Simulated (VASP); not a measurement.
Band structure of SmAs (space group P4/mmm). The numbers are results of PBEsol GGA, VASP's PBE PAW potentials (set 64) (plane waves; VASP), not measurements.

The 4f electrons are frozen in the core of the lanthanide potential, so 4f levels, which can set the real gap, and their magnetism are missing.

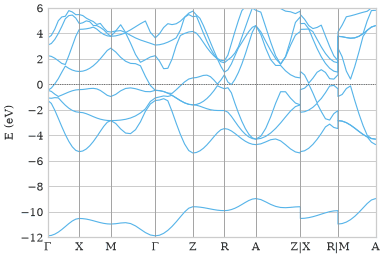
Figure: Bands along high-symmetry lines, zero at the valence-band maximum or, without a gap, the Fermi level

Task: Read the plot: is there a gap, and where are the band edges?

Result: It has no gap at this level: it comes out as a metal or semimetal. (Edges off the drawn lines would not show.)

The structure comes from a computed database's SmAs entry (P4/mmm); how it stands against other phases isn't given here. It was relaxed first.
